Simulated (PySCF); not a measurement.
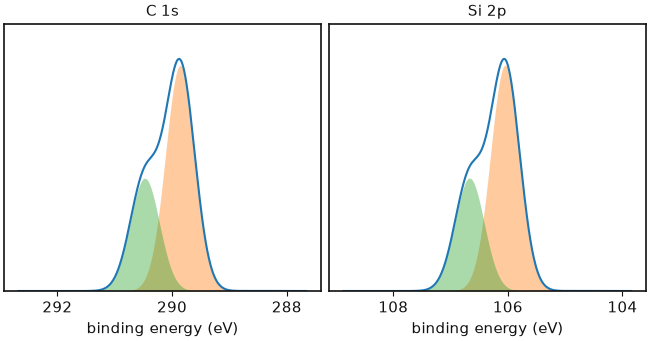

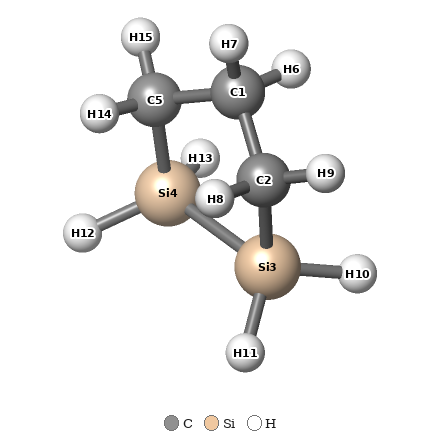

Simulated XPS of C₃H₁₀Si₂, SMILES C1C[SiH2][SiH2]C1. Vertical core-electron binding energies by ΔSCF (SCAN, pcX-2 on the ionised atom, pcseg-1 elsewhere, spin-free X2C; PySCF, at a GFN2-xTB geometry (no frequency check)), gas phase, against the vacuum level. One atom of each kind was ionised; within a panel, areas follow the number of like atoms and 2j + 1 (2p levels are split by first-order spin-orbit coupling, an approximation), each panel is scaled alone, Gaussians of 0.6 eV full width. Only the regions named are shown.

Question: Assign the components.

Answer:
```
   level     atoms  binding energy (eV)
    C 1s        C1                290.5
    C 1s    C2, C5                289.9
Si 2p1/2  Si3, Si4                106.7
Si 2p3/2  Si3, Si4                106.0
```

Question: How large is the chemical shift across the C 1s region?

Answer: 0.6 eV, from C2, C5 at 289.9 eV to C1 at 290.5 eV.

Caveats: one conformer of a flexible molecule; the tight-binding geometry is rougher than a DFT one and adds to the error.
